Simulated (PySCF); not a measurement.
Consider C6H14OSi (SMILES COC[C@H]1CC[SiH2]C1).

Input

```
{"job": {"kind": "nmr", "xc": "PBE0", "basis": "pcSseg-1"}, "charge": 0, "multiplicity": 1}
C      3.421186    -0.100867     0.657721
O      2.094019    -0.507350     0.565838
C      1.347217     0.231008    -0.356249
C     -0.086155    -0.256515    -0.355788
C     -0.767343    -0.113956     1.011163
C     -2.236004    -0.541556     0.882787
Si    -2.729872     0.122365    -0.826807
C     -0.951376     0.462691    -1.405347
H      3.955206    -0.201087    -0.308659
H      3.921965    -0.737980     1.400201
H      3.511629     0.955094     0.983821
H      1.371048     1.313852    -0.100934
H      1.780531     0.135651    -1.374601
H     -0.058924    -1.334719    -0.602354
H     -0.221649    -0.688594     1.774628
H     -0.711775     0.947730     1.317284
H     -2.315485    -1.641877     0.876084
H     -2.861257    -0.180246     1.712572
H     -3.563575     1.364890    -0.774367
H     -3.455557    -0.880683    -1.668124
H     -0.733754     0.132571    -2.432386
H     -0.764609     1.550702    -1.367942
```

Run with:

```sh
OMP_NUM_THREADS=1 python probes_run.py task.json out
```

Geometry: PBE0-D3(BJ)/def2-SVP.

These are results of PySCF, PBE0/pcSseg-1, SCF density, gas phase, non-relativistic, not measurements.

Predict the electron density and electron localisation function between the atoms.

C–Si (1.90 Å): ρ at the midpoint is about 0.92 e/Å³; the ELF peaks at about 0.95 between the atoms; localised, covalent bonding.

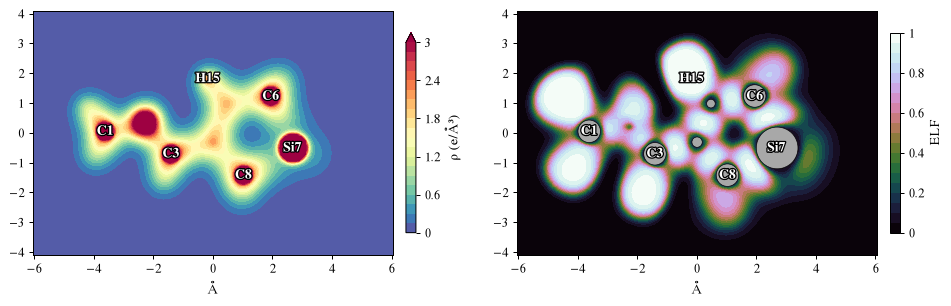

Computed electron density and electron localisation function on the plane of atoms C6, Si7 and C8, in this order. Grey discs cover the atomic cores in the ELF map. 
